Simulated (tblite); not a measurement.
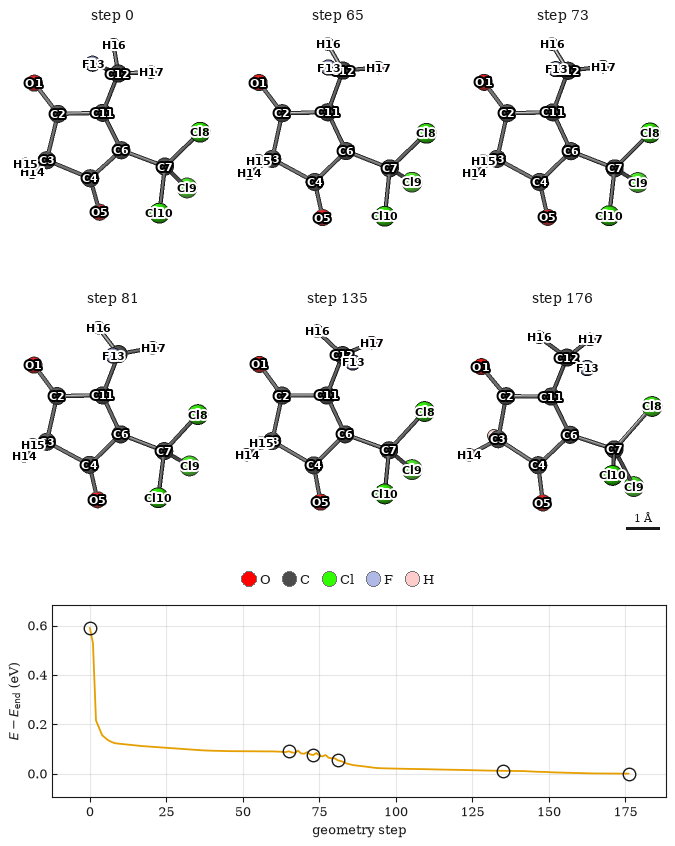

Frames of a relaxation of C7H4Cl3FO2, marked on the history of the run. The picture is a ball-and-stick view, seen from a free direction.

These are results of GFN2-xTB geometry optimisation, gas phase in tblite, not measurements. 

> Describe the path.

Over 176 geometry steps the energy falls by 0.590 eV. The largest move after the best rigid fit is that of F13, 1.54 Å. By element the largest moves are F 1.54 Å, H 1.30 Å, Cl 0.86 Å, O 0.65 Å, C 0.40 Å. Near-neighbour distances that change, for instance: C4–O5 1.265 → 1.196 Å, C12–F13 1.413 → 1.368 Å, C3–C4 1.477 → 1.513 Å, O1–C2 1.231 → 1.200 Å. Bond angles that change, for instance: C11–C12–H17 119.5° → 111.3°, Cl8–C7–Cl9 113.1° → 106.8°, H14–C3–H15 112.7° → 106.9°. Groups turn about C11–C12 by about 70°, C6–C7 by about 25°. The run took 5.3 s on 2 threads of Intel(R) Xeon(R) Platinum 8488C, with other jobs on the host. From step 0 to 65: O and H atoms move most (0.45 Å), energy −0.499 eV. From step 65 to 73: F13 moves most (0.09 Å), energy −0.015 eV. From step 73 to 81: F13 moves most (0.25 Å), energy −0.022 eV. From step 81 to 135: F13 moves most (0.50 Å), energy −0.042 eV. From step 135 to 176: Cl10 moves most (0.72 Å), energy −0.012 eV.

| step | E − E(0), eV |
| --- | --- |
| 0 | 0.0000 |
| 1 | -0.0609 |
| 2 | -0.3743 |
| 3 | -0.4044 |
| 4 | -0.4338 |
| 5 | -0.4448 |
| 6 | -0.4546 |
| 7 | -0.4610 |
| 8 | -0.4657 |
| 9 | -0.4678 |
| 10 | -0.4692 |
| 19 | -0.4798 |
| 27 | -0.4868 |
| 36 | -0.4948 |
| 45 | -0.4985 |
| 54 | -0.4990 |
| 62 | -0.5007 |
| 71 | -0.5024 |
| 80 | -0.5276 |
| 89 | -0.5596 |
| 97 | -0.5686 |
| 106 | -0.5709 |
| 115 | -0.5732 |
| 124 | -0.5758 |
| 132 | -0.5777 |
| 141 | -0.5791 |
| 150 | -0.5839 |
| 159 | -0.5876 |
| 167 | -0.5893 |
| 176 | -0.5899 |
